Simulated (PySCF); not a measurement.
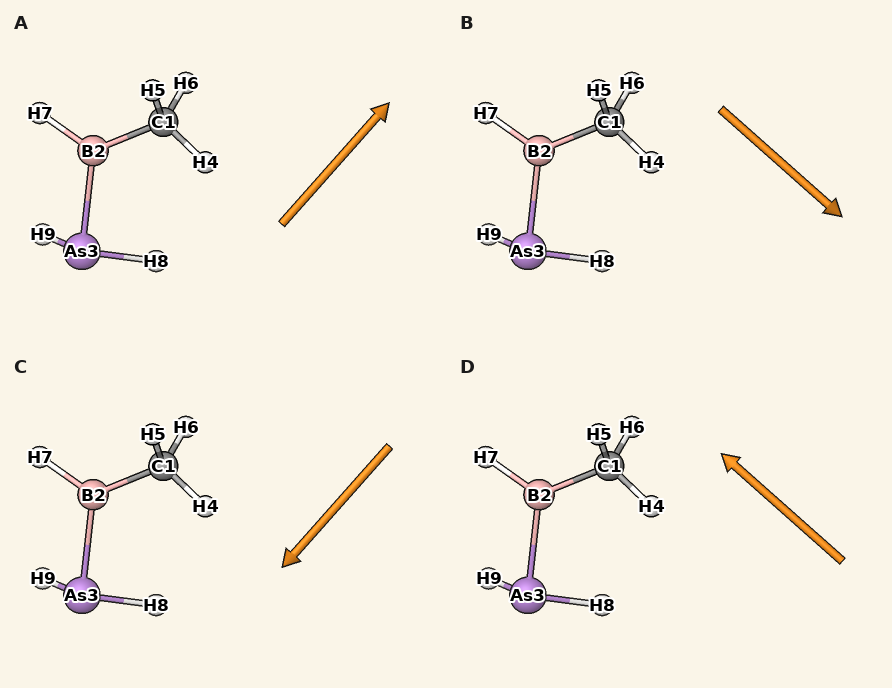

The same molecule four times, each with an arrow. The computed structure is the end point of a PBE0-D3(BJ)/def2-SVP optimisation. No frequency run is at hand to confirm it as a minimum. Properties computed with PBE0/aug-cc-pVDZ, gas phase (PySCF 2.14.0).

Question: Which arrow points along the dipole moment, from the negative to the positive end?

Answer: A. The dipole moment is 1.06 D; it points from the side of H9 to the side of H6 (the outermost atoms at the two ends).
